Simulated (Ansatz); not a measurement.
## Electronic structure of F₂H₃NSi···AsH₃ in real space

Input file:

```
crystal:
  periodic: [false, false, false]
  atoms:
    - { symbol: Si, position_ang: [-1.002577, -0.847158, 0.880822] }
    - { symbol: "N", position_ang: [0.522659, -0.2342, 1.525443] }
    - { symbol: F, position_ang: [-1.777943, 0.280042, 0.017184] }
    - { symbol: F, position_ang: [-0.626875, -2.081118, -0.082311] }
    - { symbol: H, position_ang: [-1.966207, -1.296172, 1.902174] }
    - { symbol: H, position_ang: [0.827287, 0.416849, -0.69102] }
    - { symbol: As, position_ang: [0.392765, 0.565184, -2.13016] }
    - { symbol: H, position_ang: [0.621516, 0.731894, 1.820361] }
    - { symbol: H, position_ang: [1.391837, -0.614098, 1.166047] }
    - { symbol: H, position_ang: [-0.137931, 1.964762, -1.858919] }
    - { symbol: H, position_ang: [1.755568, 1.113915, -2.549621] }
basis:
  gaussian: { orbitals: def2-SVP }
hamiltonian:
  xc: r2scan
relax:
  f_tol: 0.03
  max_steps: 50
output:
  orbitals: {}
```

Command:

```sh
ansatz run input.yaml --threads 4 --pin off --max-ram 5120MiB --backend cpu --events-out ev --progress --plain --runs-dir out
```

The fields are those of the relaxed geometry.

These are results of RKS r2SCAN/def2-SVP in Ansatz, not measurements.

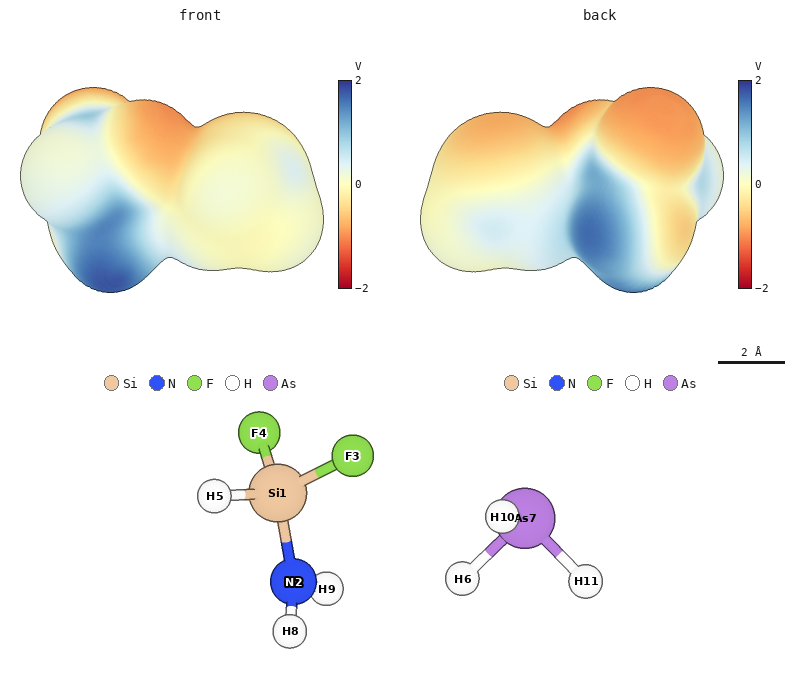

Figure 1. The electrostatic potential painted on the density surface at 0.001 e/bohr³, seen from the front and from behind; the colour scale runs from red (negative) to blue (positive). The bare structure is drawn below in the same view.

### Where is the surface potential most negative and most positive?

The most negative region (about −1.0 V) lies over F3 and F4, the most positive (about +1.8 V) over H8.

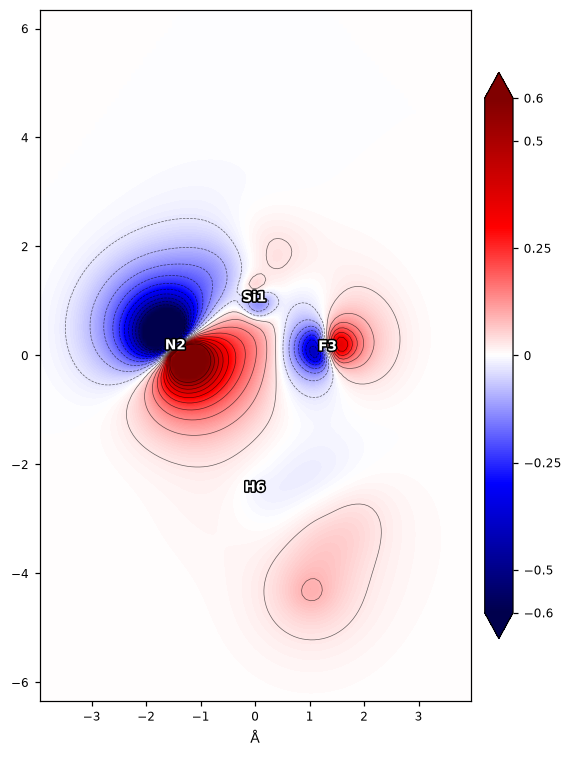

Figure 2. The HOMO−1 on the plane of atoms N2, Si1 and F3 (values in Å⁻³ᐟ²; the overall sign is arbitrary).

### Describe this orbital and give its energy.

It lies mainly on N2 (about 70 %); largely a lone pair of N2. Its energy is −7.09 eV.

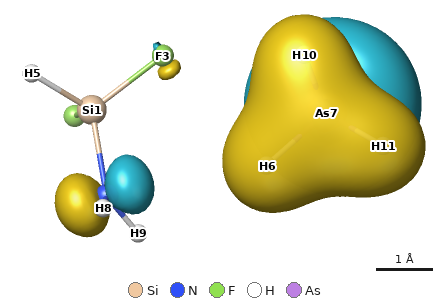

Figure 3. The HOMO at ±0.08 Å⁻³ᐟ² (yellow and cyan are the two phases), seen at a tilt.

### Describe this orbital and give its energy.

By Hirshfeld shares it lies mainly on As7 (about 75 %), H11 (about 5 %), H6 (about 5 %) and H10 (about 5 %); largely a lone pair of As7. Its energy is −6.74 eV.
